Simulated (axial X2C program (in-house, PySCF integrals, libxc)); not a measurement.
## FBe: relativistic diatomic calculation

FBe, single determinant with M_S = 1/2 and |Λ| = 0. Computed at this level: PBE0, spin-free X2C-1e, F dyall-av3z, Be dyall-cv3z (cores contracted) (axial X2C program (in-house, PySCF integrals, libxc)).

**Summary**

- outcome: converged
- bond length rₑ: 1.363 Å
- ωₑ: 1258 cm⁻¹
- energy at the minimum: −114.63370 hartree
- depth below the fragments: 6.11 eV
- largest ⟨S²⟩ along the curve: 0.75
- hardware: 1 thread of Arm Neoverse V1, 24 GiB of memory available, shared host
- wall time: 3.1 s
- peak memory: 0.52 GiB

**The input**
```
{"zs": [9, 4], "q": 0, "bas": ["dyall-av3z", "dyall-cv3z"], "levels": ["PBE0", "HF", "TPSS"], "cc": true, "r0": 1.66, "thr": -2.0, "nmax": 90, "npts": 10, "nst": 2, "ntry": 6}
```

The line is the task of a batch: nuclear charges, charge, bases, the levels to run, a first guess of the distance and further settings. This report covers PBE0 without spin-orbit coupling. The log is that of the reference distance 1.364 Å, started from orbitals converged before.

Launched within a batch (the task file carries these settings):
```bash
python <driver script> task.json out
```

**The program's output**
```
spin-free X2C-1e  PBE0
basis functions 108  fitting functions 523  grid points 4349
iter        total energy     max residual
   1       -114.633700863     3.34e-05
   2       -114.633700873     1.65e-05
   3       -114.633700875     1.14e-05
converged
one-electron -186.93338555  Coulomb 71.58375211  exact exchange -3.21707213  xc functional -10.03354926  nuclear repulsion 13.96655395
```

**The points of the curve**

| R (Å) | E (hartree) | dipole (D; origin at the first atom, positive when the second is positive) | highest filled (eV) | lowest empty (eV) |
| --- | --- | --- | --- | --- |
| 1.187 | −114.604325 | 0.47 | −6.08 | −1.86 |
| 1.241 | −114.621298 | 0.68 | −6.19 | −1.93 |
| 1.282 | −114.628720 | 0.85 | −6.27 | −1.98 |
| 1.323 | −114.632597 | 1.01 | −6.35 | −2.03 |
| 1.364 | −114.633701 | 1.19 | −6.43 | −2.09 |
| 1.412 | −114.632269 | 1.39 | −6.52 | −2.16 |
| 1.460 | −114.628606 | 1.60 | −6.62 | −2.24 |
| 1.521 | −114.621547 | 1.87 | −6.75 | −2.35 |
| 1.596 | −114.610540 | 2.22 | −6.90 | −2.50 |
| 1.705 | −114.592006 | 2.73 | −7.12 | −2.75 |

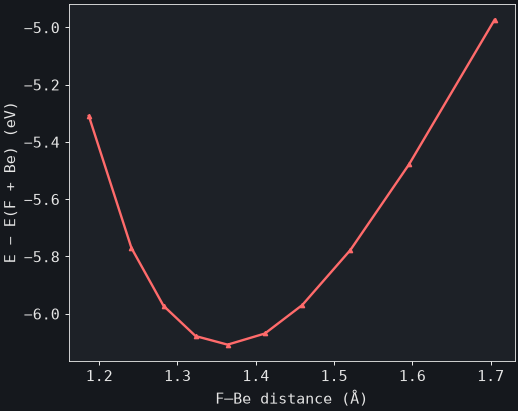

Energy at 10 bond lengths, for one set of occupations held fixed; the line joins the points. A polynomial of degree 6 through 9 points gives rₑ = 1.363 Å, ωₑ = 1258 cm⁻¹, ωₑxₑ = 9.5 cm⁻¹ and Bₑ = 1.485 cm⁻¹. The minimum lies 6.11 eV below F + Be, each computed as one determinant at the same level.

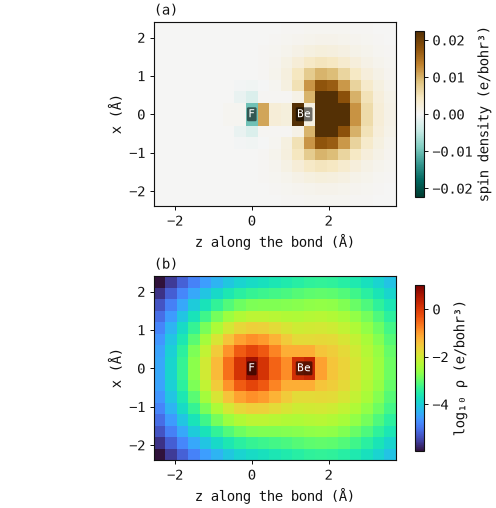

(a) spin density; (b) electron density on a logarithmic scale, in a plane that holds the axis, at 1.36 Å, on points 0.3 Å apart (one half computed, the other mirrored); the structure near the nuclei is finer than these points.

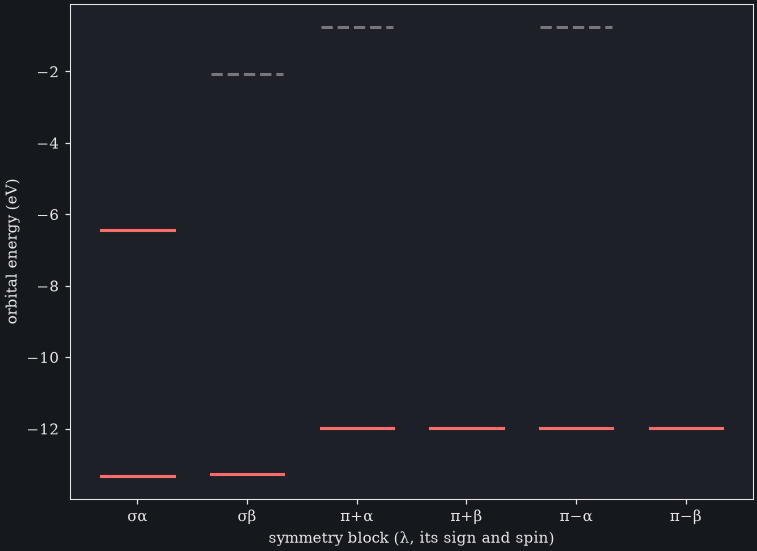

Orbital energies near the frontier at 1.36 Å, filled (solid) and empty (dashed); a label such as π−α means λ = −1 and α spin. The highest filled orbital (σα; 55 % Be s, 29 % Be p) lies at −6.43 eV, the lowest empty one (σβ; 65 % Be s, 15 % Be p) at −2.09 eV.
